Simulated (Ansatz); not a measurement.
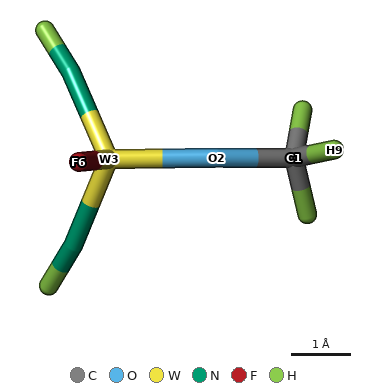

This is the input geometry for a relaxation of CH₅FN₂OW. The picture is a stick view, seen face on.

The start comes from GFN2-xTB.

Computed with RKS PBE0-D4/def2-TZVP (Ansatz 0.2.0).

Input
```yaml
crystal:
  periodic: [false, false, false]
  atoms:
    - {symbol: C, position_ang: [-0.139110, -1.287440, 1.659530]}
    - {symbol: O, position_ang: [-0.181790, -0.131560, 0.873670]}
    - {symbol: W, position_ang: [-0.060690, 0.963710, -0.610540]}
    - {symbol: N, position_ang: [1.631080, 1.073180, -1.189350]}
    - {symbol: N, position_ang: [-1.156130, 0.399410, -1.911450]}
    - {symbol: F, position_ang: [-0.641890, 2.681490, 0.019760]}
    - {symbol: H, position_ang: [0.849840, -1.763350, 1.566160]}
    - {symbol: H, position_ang: [-0.917060, -1.993560, 1.330950]}
    - {symbol: H, position_ang: [-0.313040, -1.029440, 2.712640]}
    - {symbol: H, position_ang: [2.521360, 1.050150, -1.689780]}
    - {symbol: H, position_ang: [-1.592580, 0.037400, -2.761600]}
basis:
  gaussian: {orbitals: def2-TZVP}
hamiltonian: {xc: pbe0, dispersion: d4}
relax: {f_tol: 0.005, max_steps: 150}
```

Launched with:
```bash
ansatz run in.yaml --threads 4 --pin off --events-out ev --progress --plain --max-ram 11315MiB
```

**What does the optimiser find from here?**

The largest moves after the best rigid fit, 0.56 Å, are those of H8 and H11. By element the largest moves are H 0.56 Å, O 0.49 Å, N 0.46 Å, W 0.18 Å, C 0.14 Å, F 0.12 Å. Near-neighbour distances that change, for instance: W3–N4 1.791 → 1.745 Å, W3–F6 1.920 → 1.879 Å, O2–W3 1.849 → 1.870 Å, N4–H10 1.022 → 1.006 Å. Bond angles that change, for instance: C1–O2–W3 159.9° → 136.7°, W3–N5–H11 167.6° → 153.0°, W3–N4–H10 168.5° → 160.6°. Groups turn about O2–W3 by about 55°, C1–O2 by about 50°. After 23 accepted moves (26 points after the start) the energy has fallen by 0.281 eV. Largest force component: 2 eV/Å at the start, 0.0027 eV/Å at the end. The line search rejected the trial steps at points 11, 12, 20 of the run.

The structure at the end:

```xyz
11

C    -0.1993   -1.2554    1.5365
O     0.2567   -0.0120    1.0676
W     0.0358    1.0266   -0.4714
N     1.5910    1.2259   -1.2378
N    -1.0722    0.1713   -1.5195
F    -0.6812    2.7199   -0.0855
H     0.6050   -1.9927    1.4625
H    -1.0618   -1.6017    0.9598
H    -0.4855   -1.1506    2.5859
H     2.3325    1.1516   -1.9137
H    -1.3209   -0.2829   -2.3845
```

After the run, drawn alike:

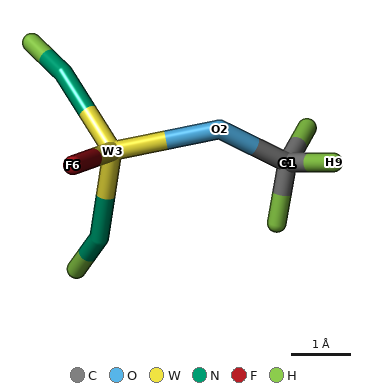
